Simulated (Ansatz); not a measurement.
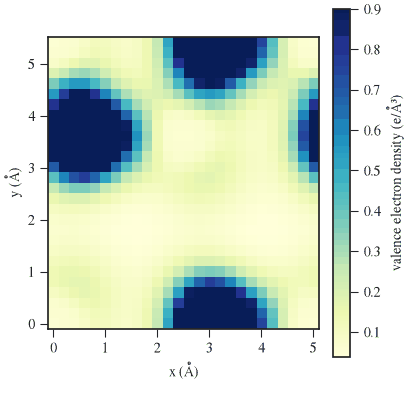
*Valence electron density (e/Å³), cut off at 0.9 on a lattice plane, the program Ansatz at the PBE level (PAW)*

Which of these materials gives this?
(A) Mo, bcc (W type)
(B) Ge, diamond
(C) Tl, hcp (Mg type)
(D) AlN, wurtzite

D, AlN, wurtzite. Atoms in the plane, in fractions of its two edges: Al at (0.00, 0.00), Al at (0.50, 0.67), N at (0.62, 0.00), N at (0.12, 0.67).

The density is the valence pseudo-density with augmentation charge, so density and ELF within about 1 Å of a nucleus are not all-electron values.

Space group P6_3mc (wurtzite). Symmetry was held in the PBE relaxation; phonons on a q-mesh show no instability.

Potentials: the later of the program's two PAW sets.
